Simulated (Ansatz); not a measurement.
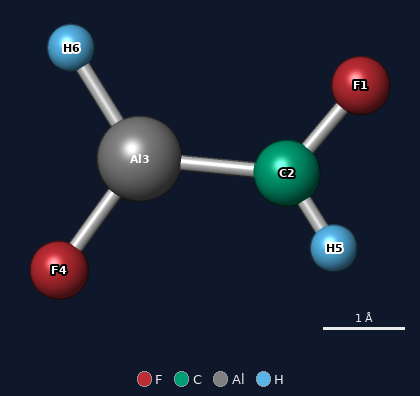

Figure 1. The input geometry (ball-and-stick view, seen on its broad side; atoms are numbered from 1 in the order of the input). Sticks mark near contacts. Bond lengths as drawn: Al–C 1.84 Å, Al–F 1.70 Å, Al–H 1.62 Å, C–F 1.42 Å and C–H 1.10 Å.

# Nudged elastic band, with input and output: CH2AlF2 (charge −1)

The run: nudged elastic band of CH2AlF2, charge −1. Method and program: RKS B3LYP-D4/6-31G* (Ansatz 0.2.0).

It belongs to a series of runs on one base structure; here: band between the two ends. Figures and captions count atoms from 1; the log counts them from 0 in places.

## Input file
```yaml
crystal:
  periodic: [false, false, false]
  atoms:
    - { symbol: F, position_ang: [-0.614903, 1.98069, -0.473502] }
    - { symbol: C, position_ang: [-0.136982, 0.665658, -0.711355] }
    - { symbol: Al, position_ang: [0.130609, -0.604882, 0.598032] }
    - { symbol: F, position_ang: [0.709531, -2.153302, 0.190403] }
    - { symbol: H, position_ang: [0.033506, 0.566484, -1.790442] }
    - { symbol: H, position_ang: [-0.121761, -0.454639, 2.186854] }
total_charge: -1
basis:
  gaussian: { orbitals: "6-31G*" }
hamiltonian:
  xc: b3lyp
  dispersion: d4
neb:
  order_check: false
  images: 5
  f_tol: 0.05
  max_iterations: 60
  final_atoms:
    - { symbol: F, position_ang: [-0.03897668, 0.85113419, -1.98445924] }
    - { symbol: C, position_ang: [-0.18711157, 0.7650836, -0.5815484] }
    - { symbol: Al, position_ang: [0.15267168, -0.64999353, 0.5439112] }
    - { symbol: F, position_ang: [0.73155547, -2.18748296, 0.10870623] }
    - { symbol: H, position_ang: [-0.56261343, 1.73384734, -0.22238492] }
    - { symbol: H, position_ang: [-0.09552549, -0.51257964, 2.13576514] }
  initial_path:
    images:
      - { positions_ang: [[-0.614903, 1.98069, -0.473502], [-0.136982, 0.665658, -0.711355], [0.130609, -0.604882, 0.598032], [0.709531, -2.153302, 0.190403], [0.033506, 0.566484, -1.790442], [-0.121761, -0.454639, 2.186854]] }
      - { positions_ang: [[-0.18887572, 1.88078145, -0.67704882], [-0.16792363, 0.61850093, -0.82380664], [0.10154236, -0.60175244, 0.56657492], [0.92779239, -1.99249234, 0.30763264], [-0.38705219, 0.71184128, -1.48254211], [-0.28548321, -0.61686987, 2.10918001]] }
      - { positions_ang: [[0.23715157, 1.7808729, -0.88059563], [-0.19886526, 0.57134386, -0.93625827], [0.07247571, -0.59862288, 0.53511784], [1.14605377, -1.83168269, 0.42486227], [-0.80761038, 0.85719855, -1.17464223], [-0.44920541, -0.77910075, 2.03150602]] }
      - { positions_ang: [[0.66317885, 1.68096435, -1.08414245], [-0.22980689, 0.52418679, -1.04870991], [0.04340907, -0.59549332, 0.50366076], [1.36431516, -1.67087303, 0.54209191], [-1.22816857, 1.00255583, -0.86674234], [-0.61292762, -0.94133162, 1.95383203]] }
      - { positions_ang: [[0.42912701, 1.40435429, -1.38424804], [-0.21557512, 0.60448573, -0.89298941], [0.07982994, -0.61366005, 0.51707757], [1.15339526, -1.84307634, 0.39763001], [-1.00631685, 1.24631967, -0.65195654], [-0.44046024, -0.7984143, 2.0144764]] }
      - { positions_ang: [[0.19507517, 1.12774424, -1.68435364], [-0.20134334, 0.68478466, -0.73726891], [0.11625081, -0.63182679, 0.53049438], [0.94247537, -2.01527965, 0.25316812], [-0.78446514, 1.4900835, -0.43717073], [-0.26799286, -0.65549697, 2.07512077]] }
      - { positions_ang: [[-0.03897668, 0.85113419, -1.98445924], [-0.18711157, 0.7650836, -0.5815484], [0.15267168, -0.64999353, 0.5439112], [0.73155547, -2.18748296, 0.10870623], [-0.56261343, 1.73384734, -0.22238492], [-0.09552549, -0.51257964, 2.13576514]] }
```

Run on 1 thread of Arm Neoverse V1, 24 GiB of memory available, shared host.

Run as:
```bash
ansatz run input.yaml --threads 1 --pin off --max-ram 2048MiB --backend cpu --events-out ev --progress --plain --runs-dir out
```

## Log
```
Engine: ansatz 0.2.0, aarch64-unknown-linux-gnu
Functional definition: B3LYP
  parameter a0 = 0.2
  parameter ax = 0.72
  parameter ac = 0.81
  exchange = (1 - a0 - ax)*slater_x + ax*b88_x + a0*exact_x
  correlation = (1 - ac)*vwn_rpa_c + ac*lyp_c
674 factors; integrals over basis functions are off by at most 5.6e-4 eV
mean field evaluation 1: about -13098.7573 eV, gradient 3.2e1 eV
mean field evaluation 2: about -13093.1094 eV, gradient 5.5e1 eV
mean field evaluation 4: about -13100.9726 eV, gradient 4.7e0 eV
mean field evaluation 8: about -13101.0235 eV, gradient 1.6e-1 eV
mean field evaluation 16: about -13101.0236 eV, gradient 7.1e-5 eV
mean field -13101.02358174 eV, -481.4537364363 hartree, gradient 7.1e-5 eV, S^2 0.000000; 0 other end points of the search recorded, 0 dependent functions left out
the calculation of the forces begins
reference -13101.02381973 eV, -481.4537451824 hartree; 20, 20 occupied and 48, 48 virtual orbitals, 674 factors
674 factors; integrals over basis functions are off by at most 5.7e-4 eV
mean field evaluation 32: about -13101.0496 eV, gradient 1.0e-5 eV
mean field -13101.04959659 eV, -481.4546924643 hartree, gradient 1.0e-5 eV, S^2 0.000000; 0 other end points of the search recorded, 0 dependent functions left out
[... from here on the field's lines of each further geometry are left out, up to the last ...]
NEB iter   1: max|band force component| = 4.082e1 eV/Å  barrier→ = 8.3250 eV  barrier← = 8.3526 eV  Δτ_max = 0.1943 Å  (222 SCF iters)
NEB iter   2: max|band force component| = 4.345e0 eV/Å  barrier→ = 2.0906 eV  barrier← = 2.1182 eV  Δτ_max = 0.1995 Å  (165 SCF iters)
NEB iter   3: max|band force component| = 2.486e0 eV/Å  barrier→ = 1.2078 eV  barrier← = 1.2354 eV  Δτ_max = 0.1919 Å  (159 SCF iters)
NEB iter   4: max|band force component| = 8.752e-1 eV/Å  barrier→ = 1.0670 eV  barrier← = 1.0946 eV  Δτ_max = 0.1149 Å  (155 SCF iters)
NEB iter   5: max|band force component| = 7.596e-1 eV/Å  barrier→ = 1.0541 eV  barrier← = 1.0817 eV  Δτ_max = 0.0653 Å  (149 SCF iters)
NEB iter   6: max|band force component| = 5.721e-1 eV/Å  barrier→ = 1.0564 eV  barrier← = 1.0840 eV  Δτ_max = 0.0412 Å  (150 SCF iters)
NEB iter   7: max|band force component| = 2.398e-1 eV/Å  barrier→ = 1.0555 eV  barrier← = 1.0831 eV  CI = image 3  Δτ_max = 0.0396 Å  (137 SCF iters)
NEB iter   8: max|band force component| = 1.633e-1 eV/Å  barrier→ = 1.0465 eV  barrier← = 1.0741 eV  CI = image 3  Δτ_max = 0.0673 Å  (139 SCF iters)
NEB iter   9: max|band force component| = 2.165e-1 eV/Å  barrier→ = 1.0345 eV  barrier← = 1.0621 eV  CI = image 3  Δτ_max = 0.0334 Å  (142 SCF iters)
NEB iter  10: max|band force component| = 1.319e-1 eV/Å  barrier→ = 1.0254 eV  barrier← = 1.0530 eV  CI = image 3  Δτ_max = 0.0333 Å  (137 SCF iters)
NEB iter  11: max|band force component| = 1.538e-1 eV/Å  barrier→ = 1.0159 eV  barrier← = 1.0436 eV  CI = image 3  Δτ_max = 0.0331 Å  (143 SCF iters)
NEB iter  12: max|band force component| = 1.908e-1 eV/Å  barrier→ = 1.0055 eV  barrier← = 1.0332 eV  CI = image 3  Δτ_max = 0.0654 Å  (140 SCF iters)
NEB iter  13: max|band force component| = 1.949e-1 eV/Å  barrier→ = 0.9818 eV  barrier← = 1.0094 eV  CI = image 3  Δτ_max = 0.1260 Å  (141 SCF iters)
NEB iter  14: max|band force component| = 3.002e-1 eV/Å  barrier→ = 0.9387 eV  barrier← = 0.9663 eV  CI = image 3  Δτ_max = 0.0637 Å  (146 SCF iters)
NEB iter  15: max|band force component| = 1.402e-1 eV/Å  barrier→ = 0.9257 eV  barrier← = 0.9533 eV  CI = image 3  Δτ_max = 0.0184 Å  (137 SCF iters)
NEB iter  16: max|band force component| = 9.258e-2 eV/Å  barrier→ = 0.9236 eV  barrier← = 0.9512 eV  CI = image 3  Δτ_max = 0.0038 Å  (132 SCF iters)
the calculation of the forces begins
reference -13100.87955684 eV, -481.4484436188 hartree; 20, 20 occupied and 48, 48 virtual orbitals, 675 factors
674 factors; integrals over basis functions are off by at most 4.2e-4 eV
mean field evaluation 704: about -13100.1021 eV, gradient 1.9e-4 eV
mean field -13100.10207633 eV, -481.4198717368 hartree, gradient 1.7e-5 eV, S^2 0.000000; 1 other end points of the search recorded, 0 dependent functions left out
the calculation of the forces begins
reference -13100.10232581 eV, -481.4198809053 hartree; 20, 20 occupied and 48, 48 virtual orbitals, 674 factors
NEB iter  17: max|band force component| = 1.846e-2 eV/Å  barrier→ = 0.9233 eV  barrier← = 0.9509 eV  CI = image 3  Δτ_max = 0.0000 Å  (247 SCF iters)
```

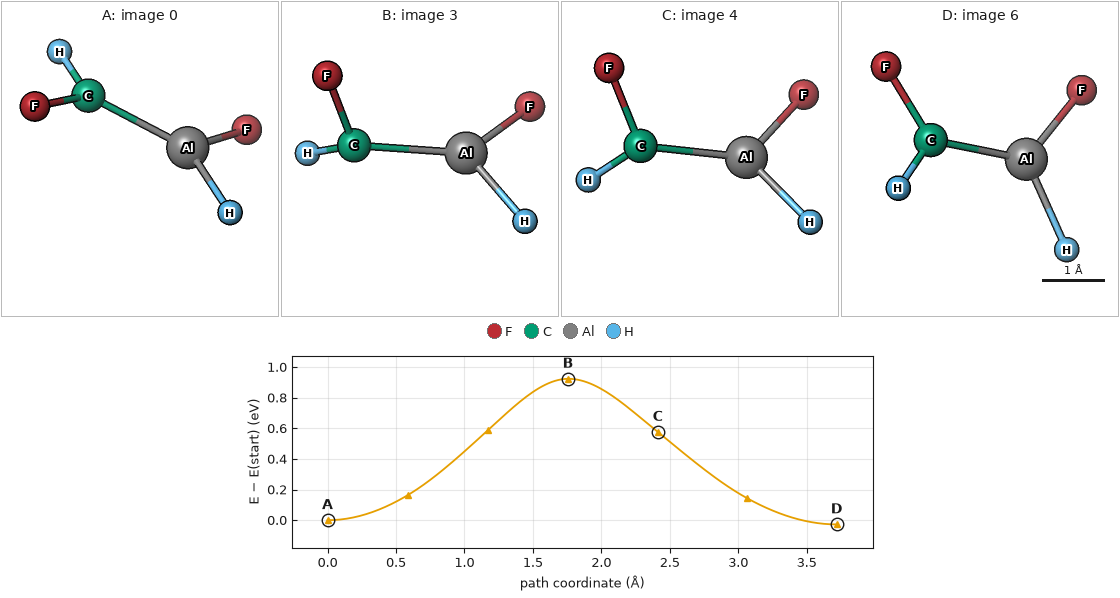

Figure 2. Images of the last band (counted from 0; ball-and-stick, seen at a tilt) above the energy along the path; the line is a cubic interpolation that uses the forces. The highest image is number 3, 0.923 eV above the start and 0.951 eV above the end (the climbing image); the end lies 0.028 eV below the start. The path is 3.72 Å long. The band converged in 17 iterations.

```
Total energy: -13100.25864997 eV, -481.4256257120 hartree
Atom 0 at     0.513183     1.877330    -0.904657 Å, force    -0.000288    -0.003894     0.001875 eV/Å
Atom 1 at    -0.435977     0.834805    -0.556319 Å, force    -0.000421     0.003577     0.008708 eV/Å
Atom 2 at     0.149154    -0.599509     0.534434 Å, force     0.019130    -0.010198    -0.008832 eV/Å
Atom 3 at     1.104569    -1.997442     0.329504 Å, force    -0.008242     0.009071     0.002033 eV/Å
Atom 4 at    -0.986322     0.601563    -1.486090 Å, force    -0.006724     0.003004    -0.017735 eV/Å
Atom 5 at    -0.344607    -0.716737     2.083118 Å, force    -0.003455    -0.001560     0.013952 eV/Å
Dipole moment:     0.144622    -0.209827    -0.079772 e Å
this run last wrote the band of iteration 17 to [file]
```

## The last band as extended XYZ (Å, eV, eV/Å)
```
6
Properties=species:S:1:pos:R:3:forces:R:3 image=0 energy=-13101.18173
F    -0.6149    1.9807   -0.4735    0.0018  -0.0051  -0.0013
C    -0.1370    0.6657   -0.7114   -0.0012   0.0049   0.0000
Al    0.1306   -0.6049    0.5980   -0.0016   0.0019   0.0061
F     0.7095   -2.1533    0.1904    0.0012  -0.0034  -0.0001
H     0.0335    0.5665   -1.7904   -0.0007   0.0022  -0.0020
H    -0.1218   -0.4546    2.1869    0.0006  -0.0006  -0.0028
6
Properties=species:S:1:pos:R:3:forces:R:3 image=1 energy=-13101.01810
F    -0.2499    2.0794   -0.5139   -0.3109   0.0030   0.1056
C    -0.2196    0.6722   -0.6978    0.1065  -0.0359  -0.0338
Al    0.1906   -0.5741    0.6089   -0.0112  -0.0089   0.0092
F     0.8675   -2.0871    0.2207   -0.1993  -0.0958  -0.0894
H    -0.3172    0.4866   -1.7742    0.2604  -0.0027  -0.0648
H    -0.2714   -0.5770    2.1563    0.1546   0.1404   0.0731
6
Properties=species:S:1:pos:R:3:forces:R:3 image=2 energy=-13100.59394
F     0.1758    2.0542   -0.6789   -0.4071   0.1829   0.2302
C    -0.3393    0.7207   -0.6472    0.1560  -0.1296  -0.1080
Al    0.2126   -0.5637    0.5925    0.0882   0.0594   0.0821
F     0.9615   -2.0578    0.2682   -0.3306  -0.1829  -0.1441
H    -0.7079    0.5038   -1.6582    0.3018  -0.1018  -0.1763
H    -0.3026   -0.6572    2.1236    0.1917   0.1721   0.1160
6
Properties=species:S:1:pos:R:3:forces:R:3 image=3 energy=-13100.25840
F     0.5132    1.8773   -0.9047   -0.0003  -0.0039   0.0019
C    -0.4360    0.8348   -0.5563   -0.0004   0.0036   0.0087
Al    0.1492   -0.5995    0.5344    0.0191  -0.0102  -0.0088
F     1.1046   -1.9974    0.3295   -0.0082   0.0091   0.0020
H    -0.9863    0.6016   -1.4861   -0.0067   0.0030  -0.0177
H    -0.3446   -0.7167    2.0831   -0.0035  -0.0016   0.0140
6
Properties=species:S:1:pos:R:3:forces:R:3 image=4 energy=-13100.60558
F     0.6879    1.4857   -1.3288    0.0708  -0.2809  -0.2645
C    -0.3097    0.8762   -0.5054    0.0954  -0.0071   0.0132
Al    0.0551   -0.6708    0.5202   -0.1097  -0.0841  -0.0161
F     1.0828   -2.0003    0.2539    0.3257   0.1724   0.0209
H    -1.2609    0.9679   -1.0566   -0.1287   0.2853   0.2883
H    -0.2553   -0.6587    2.1166   -0.2534  -0.0856  -0.0419
6
Properties=species:S:1:pos:R:3:forces:R:3 image=5 energy=-13101.03881
F     0.4573    1.0760   -1.7668   -0.1308  -0.1495  -0.1562
C    -0.1912    0.8271   -0.5313    0.0402  -0.0657  -0.0398
Al    0.0487   -0.6793    0.5353    0.0029  -0.0194  -0.0065
F     0.9147   -2.0876    0.1388    0.1895   0.0724  -0.0004
H    -1.1011    1.4446   -0.5188    0.1206   0.1958   0.2166
H    -0.1283   -0.5808    2.1428   -0.2223  -0.0337  -0.0137
6
Properties=species:S:1:pos:R:3:forces:R:3 image=6 energy=-13101.20934
F    -0.0390    0.8511   -1.9845   -0.0004   0.0000   0.0031
C    -0.1871    0.7651   -0.5815   -0.0001   0.0007  -0.0014
Al    0.1527   -0.6500    0.5439    0.0002  -0.0014   0.0018
F     0.7316   -2.1875    0.1087    0.0003  -0.0006  -0.0006
H    -0.5626    1.7338   -0.2224   -0.0002   0.0013  -0.0021
H    -0.0955   -0.5126    2.1358    0.0001   0.0000  -0.0008
```

## Results in brief

| quantity | value |
| --- | --- |
| outcome | converged |
| barrier, forward | 0.923 eV |
| barrier, backward | 0.951 eV |
| wall time | 3.4 min |
| peak memory | 0.12 GiB |

The order of the saddle point was not checked.
